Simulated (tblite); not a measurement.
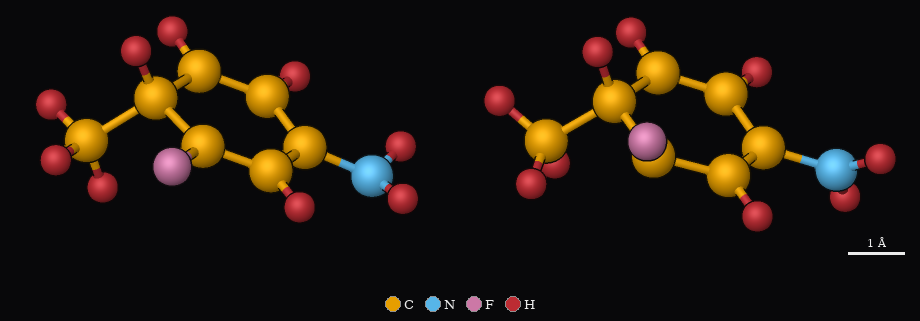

Two geometries of C7H9FN (multiplicity 2), drawn at one scale. One is the start of a relaxation, the other its converged end. The picture is a ball-and-stick view, seen from a free direction.

Level of theory: GFN2-xTB geometry optimisation, gas phase in tblite. 

> Which geometry has the lower energy?

The left one is the relaxed one. The atom that moves furthest after the best rigid fit is an H atom (0.96 Å). By element the largest moves are H 0.96 Å, F 0.55 Å, C 0.25 Å, N 0.22 Å. Among the contacts that change: C–C 1.294 → 1.411 Å, C–C 1.459 → 1.351 Å, C–C 1.466 → 1.412 Å, H–N 1.060 → 1.007 Å. Bond angles that change, for instance: C–C–C 116.6° → 125.6°, H–N–H 121.6° → 114.8°, C–C–F 112.7° → 119.4°. Groups turn about C–C by about 35°. Over 75 geometry steps the energy falls by 168.3 kJ/mol.
